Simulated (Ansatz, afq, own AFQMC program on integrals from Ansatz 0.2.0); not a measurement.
# AlNH (quartet): AFQMC on the coupled-cluster ladder at distance Al1–N2 = 3.065 Å, cc-pVDZ

Aim: compute AlNH (quartet) with auxiliary-field quantum Monte Carlo on the same integrals as coupled cluster, and set the energies side by side.

The runs use Ansatz 0.2.0, Gaussian basis, and an in-house AFQMC program (afq) on its integrals; all values are calculated; cc-pVDZ, frozen cores.

To be run: PBE (unrestricted); r2SCAN (unrestricted); PBE0 (unrestricted); B3LYP (unrestricted); wB97M-V (unrestricted); B2PLYP (unrestricted); CCSD(T) on UHF; CCSDT(Q) on UHF; Phaseless AFQMC, CISD trial on UHF.

4 further runs of the same task are left out: 4 that didn't finish.

**1. The geometry**

The geometry derives from a PBE0/def2-TZVP stationary point (not a proven minimum). One bond is set to the value named and the two fragments are kept rigid.

3 atoms, charge 0, spin multiplicity 4.

Atoms are counted from 1 here; the program's logs count them from 0.

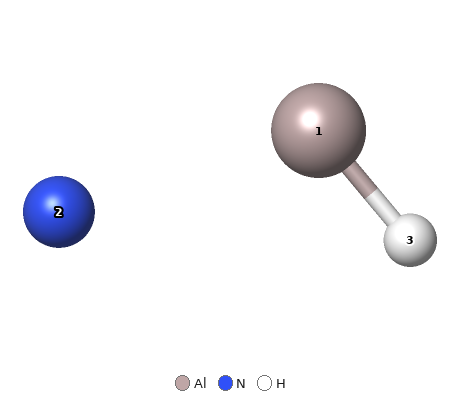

The geometry (aluminium light grey, nitrogen blue, hydrogen white); atoms are numbered from 1 in the order of the file.

As a file:

| atom | x (Å) | y (Å) | z (Å) |
| --- | --- | --- | --- |
| Al1 | 0.0000 | -0.1469 | 0.9973 |
| N2 | 0.0000 | 0.1920 | -2.0489 |
| H3 | 0.0000 | 1.2653 | 1.7748 |

**2. PBE (unrestricted)**

The input, in.yaml:

```yaml
crystal:
  periodic: [false, false, false]
  atoms:
    - {symbol: Al, position_ang: [0.000000, -0.146931, 0.997320]}
    - {symbol: N, position_ang: [0.000000, 0.191984, -2.048885]}
    - {symbol: H, position_ang: [0.000000, 1.265305, 1.774800]}
basis:
  gaussian: {orbitals: cc-pVDZ}
magnetization: {spin_polarized: true, initial_magnetization: 3}
hamiltonian: {xc: {name: PBE}}
output: {orbitals: {seedname: orbitals}}
```

On the command line:

```bash
> ansatz run in.yaml --threads 1 --pin off --events-out ev --progress --plain --max-ram 1382MiB
```

Output:

```text
Functional definition: PBE
  name "PBE"
  cite "Perdew, Burke & Ernzerhof, Phys. Rev. Lett. 77, 3865 (1996) doi:10.1103/PhysRevLett.77.3865"
  parent pbe
  parameter kappa = 0.804
  parameter beta = 0.06672455060314922
  exchange = pbe_x(kappa = kappa, mu = beta*pi^2/3)
  correlation = pbe_c(beta = beta)
360 factors; integrals over basis functions are off by at most 1.1e-3 eV
mean field evaluation 1: about -8086.8992 eV, gradient 2.3e1 eV
mean field evaluation 2: about -7999.7642 eV, gradient 7.2e1 eV
mean field evaluation 4: about -8089.3593 eV, gradient 1.4e1 eV
mean field evaluation 8: about -8091.5449 eV, gradient 1.0e-1 eV
mean field evaluation 16: about -8091.5429 eV, gradient 4.4e-5 eV
mean field evaluation 32: about -8091.3831 eV, gradient 1.5e0 eV
mean field -8091.54292870 eV, -297.3587179848 hartree, gradient 4.5e-5 eV, S^2 3.800681; 2 other end points of the search recorded, 0 dependent functions left out
reference -8091.54296139 eV, -297.3587191861 hartree; 12, 9 occupied and 25, 28 virtual orbitals, 360 factors
Total energy: -8091.54296139 eV, -297.3587191861 hartree
```

It took 1.3 s on 1 thread of Arm Neoverse V1, shared host.

From the report: ⟨S²⟩ of the determinant 3.801 (pure quartet: 3.75).

**3. r2SCAN (unrestricted)**

in.yaml, as its differences from that of step 2:

```diff
@@ -9,3 +9,2 @@
 magnetization: {spin_polarized: true, initial_magnetization: 3}
-hamiltonian: {xc: {name: PBE}}
-output: {orbitals: {seedname: orbitals}}
+hamiltonian: {xc: {name: r2SCAN}}
```

Same command.

Output:

```text
Functional definition: r2SCAN
  name "r2SCAN"
  cite "Furness, Kaplan, Ning, Perdew & Sun, J. Phys. Chem. Lett. 11, 8208 (2020) doi:10.1021/acs.jpclett.0c02405"
  cite "Furness, Kaplan, Ning, Perdew & Sun, J. Phys. Chem. Lett. 11, 9248 (2020) doi:10.1021/acs.jpclett.0c03077"
  parent r2scan
  parameter k0 = 0.174
  parameter k1 = 0.065
  parameter a1 = 4.9479
  exchange = r2scan_x(k0 = k0, k1 = k1, a1 = a1)
  correlation = r2scan_c
360 factors; integrals over basis functions are off by at most 1.1e-3 eV
mean field evaluation 1: about -8091.8773 eV, gradient 2.0e1 eV
mean field evaluation 2: about -8038.3113 eV, gradient 6.3e1 eV
mean field evaluation 4: about -8095.1015 eV, gradient 7.5e0 eV
mean field evaluation 8: about -8095.7095 eV, gradient 1.9e-1 eV
mean field evaluation 16: about -8095.7111 eV, gradient 3.6e-4 eV
mean field -8095.71105613 eV, -297.5118938428 hartree, gradient 3.8e-5 eV, S^2 3.870848; 1 other end points of the search recorded, 0 dependent functions left out
reference -8095.71106866 eV, -297.5118943031 hartree; 12, 9 occupied and 25, 28 virtual orbitals, 360 factors
Total energy: -8095.71106866 eV, -297.5118943031 hartree
```

Wall time 2.2 s (1 thread of Arm Neoverse V1, shared host).

From the report: ⟨S²⟩ of the determinant 3.871 (pure quartet: 3.75).

**4. PBE0 (unrestricted)**

in.yaml, as its differences from that of step 3:

```diff
@@ -9,2 +9,3 @@
 magnetization: {spin_polarized: true, initial_magnetization: 3}
-hamiltonian: {xc: {name: r2SCAN}}
+hamiltonian: {xc: {name: PBE0}}
+output: {orbitals: {seedname: orbitals}}
```

The command is unchanged.

Output, cut to the lines that bear on the results:

```text
Functional definition: PBE0
  name "PBE0"
  cite "Adamo & Barone, J. Chem. Phys. 110, 6158 (1999) doi:10.1063/1.478522"
  cite "Perdew, Burke & Ernzerhof, Phys. Rev. Lett. 77, 3865 (1996) doi:10.1103/PhysRevLett.77.3865"
  parent pbe
[...]
360 factors; integrals over basis functions are off by at most 1.1e-3 eV
[...]
mean field -8092.41732244 eV, -297.3908513622 hartree, gradient 3.2e-5 eV, S^2 3.827829; 3 other end points of the search recorded, 0 dependent functions left out
reference -8092.41734704 eV, -297.3908522662 hartree; 12, 9 occupied and 25, 28 virtual orbitals, 360 factors
Total energy: -8092.41734704 eV, -297.3908522662 hartree
```

It took 1.4 s on 1 thread of Arm Neoverse V1, shared host.

From the report: ⟨S²⟩ of the determinant 3.828 (pure quartet: 3.75).

**5. B3LYP (unrestricted)**

in.yaml, as its differences from that of step 4:

```diff
@@ -9,3 +9,2 @@
 magnetization: {spin_polarized: true, initial_magnetization: 3}
-hamiltonian: {xc: {name: PBE0}}
-output: {orbitals: {seedname: orbitals}}
+hamiltonian: {xc: {name: B3LYP}}
```

Same command.

Output, cut to the lines that bear on the results:

```text
Functional definition: B3LYP
  name "B3LYP"
  cite "Stephens, Devlin, Chabalowski & Frisch, J. Phys. Chem. 98, 11623 (1994) doi:10.1021/j100096a001"
  cite "Becke, Phys. Rev. A 38, 3098 (1988) doi:10.1103/PhysRevA.38.3098"
  cite "Lee, Yang & Parr, Phys. Rev. B 37, 785 (1988) doi:10.1103/PhysRevB.37.785"
  cite "Vosko, Wilk & Nusair, Can. J. Phys. 58, 1200 (1980) doi:10.1139/p80-159"
[...]
360 factors; integrals over basis functions are off by at most 1.1e-3 eV
[...]
mean field -8097.92296488 eV, -297.5931799899 hartree, gradient 6.7e-5 eV, S^2 3.802007; 1 other end points of the search recorded, 0 dependent functions left out
reference -8097.92316331 eV, -297.5931872821 hartree; 12, 9 occupied and 25, 28 virtual orbitals, 360 factors
Total energy: -8097.92316331 eV, -297.5931872821 hartree
```

Run time: 1.1 s. Hardware: 1 thread of Arm Neoverse V1, shared host.

From the report: ⟨S²⟩ of the determinant 3.802 (pure quartet: 3.75).

**6. wB97M-V (unrestricted)**

in.yaml, as its differences from that of step 5:

```diff
@@ -9,2 +9,3 @@
 magnetization: {spin_polarized: true, initial_magnetization: 3}
-hamiltonian: {xc: {name: B3LYP}}
+hamiltonian: {xc: {name: wB97M-V}}
+output: {orbitals: {seedname: orbitals}}
```

The command is unchanged.

Output, cut to the lines that bear on the results:

```text
Functional definition: wB97M-V
  name "wB97M-V"
  cite "Mardirossian & Head-Gordon, J. Chem. Phys. 144, 214110 (2016) doi:10.1063/1.4952647"
  cite "Becke, J. Chem. Phys. 107, 8554 (1997) doi:10.1063/1.475007"
  cite "Vydrov & Van Voorhis, J. Chem. Phys. 133, 244103 (2010) doi:10.1063/1.3521275"
  # Of w^i u^j: cxij and so on, Table III.
[...]
  gx(w, u) = 1 - cx + cx01*u + cx10*w
  gss(w, u) = css00 + css04*u^4 + css10*w + css20*w^2 + css43*w^4*u^3
  gos(w, u) = cos00 + cos10*w + (cos20 + cos21*u)*w^2 + (cos60 + cos61*u)*w^6
[...]
      + integral(e_c_pw_mod_opposite_spin*gos(b97_w_opposite, b97_u_opposite)) + vv10(b, c)
360 factors; integrals over basis functions are off by at most 1.1e-3 eV
116 factors; integrals over basis functions are off by at most 1.5e-5 eV
[...]
mean field -8096.38025262 eV, -297.5364863600 hartree, gradient 6.5e-5 eV, S^2 3.770438; 0 other end points of the search recorded, 0 dependent functions left out
reference -8096.38029002 eV, -297.5364877345 hartree; 12, 9 occupied and 25, 28 virtual orbitals, 360 factors
Total energy: -8096.38029002 eV, -297.5364877345 hartree
```

It took 5 s on 1 thread of Arm Neoverse V1, shared host.

From the report: ⟨S²⟩ of the determinant 3.770 (pure quartet: 3.75).

**7. B2PLYP (unrestricted)**

in.yaml, as its differences from that of step 6:

```diff
@@ -9,3 +9,3 @@
 magnetization: {spin_polarized: true, initial_magnetization: 3}
-hamiltonian: {xc: {name: wB97M-V}}
-output: {orbitals: {seedname: orbitals}}
+hamiltonian: {xc: {name: B2PLYP}}
+correlation: {electrons: outside_noble_gas}
```

Same command.

Output, cut to the lines that bear on the results:

```text
Functional definition: B2PLYP
  name "B2PLYP"
  cite "Grimme, J. Chem. Phys. 124, 034108 (2006) doi:10.1063/1.2148954"
  cite "Becke, Phys. Rev. A 38, 3098 (1988) doi:10.1103/PhysRevA.38.3098"
  cite "Lee, Yang & Parr, Phys. Rev. B 37, 785 (1988) doi:10.1103/PhysRevB.37.785"
[...]
360 factors; integrals over basis functions are off by at most 1.1e-3 eV
[...]
mean field -8091.62734342 eV, -297.3618201687 hartree, gradient 4.7e-6 eV, S^2 3.831225; 4 other end points of the search recorded, 0 dependent functions left out
6 core orbitals not correlated: weight in the atoms' cores, before any rotation towards them, 1.000 or more for the frozen orbitals, at most 0.000 for the correlated occupied ones
reference -8091.62746911 eV, -297.3618247879 hartree; 6, 3 occupied and 25, 28 virtual orbitals, 360 factors
second order -4.18253478 eV of doubles, -0.00000000 eV of singles
Total energy: -8092.75675351 eV, -297.4033252238 hartree
```

It took 1.8 s on 1 thread of Arm Neoverse V1, shared host.

From the report: ⟨S²⟩ of the determinant 3.831 (pure quartet: 3.75).

**8. CCSD(T) on UHF**

in.yaml, as its differences from that of step 7:

```diff
@@ -9,3 +9,2 @@
 magnetization: {spin_polarized: true, initial_magnetization: 3}
-hamiltonian: {xc: {name: B2PLYP}}
-correlation: {electrons: outside_noble_gas}
+correlation: {method: ccsd_t, electrons: outside_noble_gas, hamiltonian_folder: ham}
```

Same command.

Output, cut to the lines that bear on the results:

```text
Functional definition: HF
  name "HF"
  cite "Fock, Z. Phys. 61, 126 (1930) doi:10.1007/BF01340294"
  parent pbe
[...]
360 factors; integrals over basis functions are off by at most 1.1e-3 eV
[...]
mean field -8077.50956639 eV, -296.8430014324 hartree, gradient 1.6e-6 eV, S^2 3.965213; 17 other end points of the search recorded, 0 dependent functions left out
determinant -8077.50956639 eV, -296.8430014324 hartree, with singles and doubles -8081.87806405 eV, -297.0035407601 hartree
determinant -8075.59823840 eV, -296.7727614241 hartree, with singles and doubles -8079.78331102 eV, -296.9265600063 hartree
determinant -8075.54828764 eV, -296.7709257676 hartree, with singles and doubles -8079.73505360 eV, -296.9247865786 hartree
determinant -8075.48304836 eV, -296.7685282682 hartree, with singles and doubles -8079.66011118 eV, -296.9220324955 hartree
[...]
determinant -8074.69892612 eV, -296.7397123073 hartree, with singles and doubles -8078.88801437 eV, -296.8936584612 hartree
determinant -8074.63304467 eV, -296.7372912088 hartree, with singles and doubles -8078.85144195 eV, -296.8923144494 hartree
determinant -8074.16389136 eV, -296.7200501427 hartree, with singles and doubles -8078.41291520 eV, -296.8761988887 hartree
6 core orbitals not correlated: weight in the atoms' cores, before any rotation towards them, 1.000 or more for the frozen orbitals, at most 0.000 for the correlated occupied ones
reference -8077.50956639 eV, -296.8430014324 hartree; 6, 3 occupied and 25, 28 virtual orbitals, 360 factors
second order -3.26877836 eV of doubles, -0.00000000 eV of singles
cycle   1  -4.36872120 eV  change   -2.2e-4 eV  update   2.9e-3
[...]
cycle  11  -4.37066709 eV  change   -1.0e-5 eV  update   4.4e-6
perturbative correction -0.05754401 eV, -0.0021147033 hartree
Total energy: -8081.93777749 eV, -297.0057351887 hartree
```

Wall time 3.2 s (1 thread of Arm Neoverse V1, shared host).

From the report: ⟨S²⟩ of the determinant 3.965 (pure quartet: 3.75); correlation -4.4282 eV; T1 0.051; largest double amplitude 0.10.

This run also writes the integrals to the folder ham.

**9. CCSDT(Q) on UHF**

in.yaml, as its differences from that of step 8:

```diff
@@ -9,2 +9,2 @@
 magnetization: {spin_polarized: true, initial_magnetization: 3}
-correlation: {method: ccsd_t, electrons: outside_noble_gas, hamiltonian_folder: ham}
+correlation: {method: ccsdt_q, electrons: outside_noble_gas}
```

Same command.

Output, cut to the lines that bear on the results:

```text
Functional definition: HF
  name "HF"
  cite "Fock, Z. Phys. 61, 126 (1930) doi:10.1007/BF01340294"
  parent pbe
[...]
659 factors; integrals over basis functions are off by at most 1.6e-7 eV
[...]
mean field -8077.50960325 eV, -296.8430027868 hartree, gradient 1.6e-6 eV, S^2 3.965209; 17 other end points of the search recorded, 0 dependent functions left out
determinant -8077.50960325 eV, -296.8430027868 hartree, with singles and doubles -8081.87811949 eV, -297.0035427974 hartree
determinant -8075.59831880 eV, -296.7727643789 hartree, with singles and doubles -8079.78338758 eV, -296.9265628195 hartree
determinant -8075.54833656 eV, -296.7709275655 hartree, with singles and doubles -8079.73510294 eV, -296.9247883918 hartree
determinant -8075.48309850 eV, -296.7685301109 hartree, with singles and doubles -8079.66016024 eV, -296.9220342984 hartree
[...]
determinant -8074.69900984 eV, -296.7397153842 hartree, with singles and doubles -8078.88808393 eV, -296.8936610173 hartree
determinant -8074.63313393 eV, -296.7372944889 hartree, with singles and doubles -8078.85151774 eV, -296.8923172347 hartree
determinant -8074.16396918 eV, -296.7200530025 hartree, with singles and doubles -8078.41299362 eV, -296.8762017704 hartree
6 core orbitals not correlated: weight in the atoms' cores, before any rotation towards them, 1.000 or more for the frozen orbitals, at most 0.000 for the correlated occupied ones
reference -8077.50960325 eV, -296.8430027868 hartree; 6, 3 occupied and 25, 28 virtual orbitals, 659 factors
second order -3.26880890 eV of doubles, -0.00000000 eV of singles
cycle   1  -3.96093458 eV  change   -6.9e-1 eV  update   7.7e-2
[...]
cycle  30  -4.44726335 eV  change   -1.6e-7 eV  update   4.6e-7
perturbative correction -0.00274214 eV, -0.0001007717 hartree
Total energy: -8081.95960874 eV, -297.0065374722 hartree
```

Run time: 14 s. Hardware: 1 thread of Arm Neoverse V1, shared host.

From the report: ⟨S²⟩ of the determinant 3.965 (pure quartet: 3.75); correlation -4.4500 eV; T1 0.052; largest double amplitude 0.10.

**10. Phaseless AFQMC, CISD trial on UHF**

It reads the integrals that the CCSD(T) run on this determinant wrote.

On the command line:

```bash
> afq ham --method phaseless --trial cisd --walkers 60 --populations 1 --least-time 40 --time-step 0.005 --steps-per-block 50 --equilibration-blocks 40 --max-blocks 300 --target-error 0.00072 --factor-cut 1e-05 --start spin_pure --seed 7142 --release-times 0.24,0.51,0.99,1.62,2.4 --release-step 0.03 --release-every 4 --taylor-order 6
```

Output:

```text
orbitals 31  electrons 6 3  factors 204 of 360
reference energy -296.84300143 Eh
CCSD correlation -0.16061916 Eh in 16 cycles, weight of the determinant in the CISD state 0.8494
energy of the start -296.994719 Eh
 block  time / (1/Eh)  mean weight  energy / Eh
     1     0.250  0.9992  -296.998095
     2     0.500  1.0014  -297.000724
     3     0.750  0.9984  -297.003705
     4     1.000  0.9994  -297.002905
     5     1.250  0.9997  -297.005111
     6     1.500  0.9982  -297.007054
     7     1.750  1.0005  -297.009372
     8     2.000  0.9973  -297.005478
     9     2.250  1.0009  -297.005444
    10     2.500  0.9992  -297.007792
    11     2.750  1.0012  -297.005740
    16     4.000  1.0013  -297.004033
    21     5.250  1.0023  -297.004852
    26     6.500  1.0006  -297.007202
    31     7.750  0.9994  -297.012717
    36     9.000  0.9971  -297.005962
    41    10.250  1.0002  -297.004223
    46    11.500  0.9995  -297.011786
    51    12.750  0.9982  -297.002350
    56    14.000  1.0032  -297.004522
    61    15.250  0.9986  -297.006542
    66    16.500  0.9970  -297.004756
    71    17.750  1.0022  -297.008510
    76    19.000  0.9992  -297.008985
    81    20.250  1.0012  -297.003567
    86    21.500  0.9998  -297.005428
    91    22.750  0.9998  -297.007541
    96    24.000  1.0014  -297.006139
   101    25.250  0.9991  -297.006446
   106    26.500  0.9986  -297.008024
   111    27.750  1.0036  -297.004764
   116    29.000  1.0013  -297.002894
   121    30.250  0.9991  -297.001904
   126    31.500  0.9992  -297.004933
   131    32.750  1.0030  -297.009950
   136    34.000  0.9991  -297.004183
   141    35.250  0.9989  -297.002142
   146    36.500  1.0005  -297.008701
   151    37.750  1.0002  -297.006553
   156    39.000  0.9996  -297.005230
   161    40.250  1.0009  -297.006189
   166    41.500  1.0000  -297.004780
   171    42.750  0.9976  -297.002511
   176    44.000  0.9979  -297.005053
   181    45.250  1.0015  -297.003103
   186    46.500  0.9977  -297.009611
   191    47.750  0.9987  -297.007223
   196    49.000  0.9991  -297.003686
blocks merged  error / Eh  count
     1  0.000200  160
     2  0.000233  80
     4  0.000286  40
     8  0.000293  20
    16  0.000256  10
released: time / (1/Eh)  energy / Eh  error  mean overlap
  0.24  -297.005866  0.000381  1.0021
  0.51  -297.006207  0.000361  0.9898
  0.99  -297.006414  0.000331  0.9690
  1.62  -297.006418  0.000328  0.9599
  2.40  -297.007540  0.000535  0.9299
energy -297.005544 +/- 0.000293 Eh
```

It took 2.5 min on 1 thread of Arm Neoverse V1, shared host.

Energy -8081.9326 ± 0.0080 eV. Caveats: constraint bias not in the error.

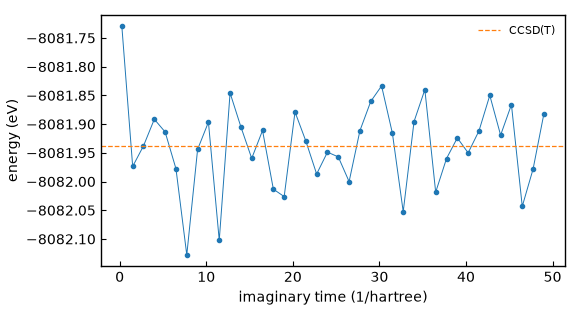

Block energies along the walk.

**11. AFQMC on the ladder**

On the UHF determinant, counted from CCSDT(Q) (a yardstick, not exact):

| level | energy (eV) | from CCSDT(Q) (kJ/mol) | statistical error (kJ/mol) | time |
| --- | --- | --- | --- | --- |
| HF | -8077.5096 | +429.4 |  |  |
| MP2 | -8080.7783 | +114.0 |  |  |
| CCSD | -8081.8802 | +7.7 |  |  |
| CCSD(T) | -8081.9378 | +2.1 |  |  |
| CCSDT(Q) | -8081.9596 | 0.0 |  |  |
| Phaseless AFQMC, CISD trial, step 0.005, 60 walkers | -8081.9326 | +2.6 | 0.8 | 2.5 min |

The functionals' totals stand on their own zeros and serve differences with other points: PBE -8091.543 eV; r2SCAN -8095.711 eV; PBE0 -8092.417 eV; B3LYP -8097.923 eV; wB97M-V -8096.380 eV; B2PLYP -8092.757 eV.

**12. Outcome**

| quantity | value |
| --- | --- |
| CCSD(T) on UHF from CCSDT(Q) | +2.1 kJ/mol |
| Phaseless AFQMC, CISD trial on UHF from CCSDT(Q) | +2.6 ± 0.8 kJ/mol |

What this shows: On UHF the phaseless walk with the CISD trial lies +2.6 kJ/mol from CCSDT(Q), 3 times its error bar. Error bars are statistical and leave out the constraint, the time step and what remains of the start.
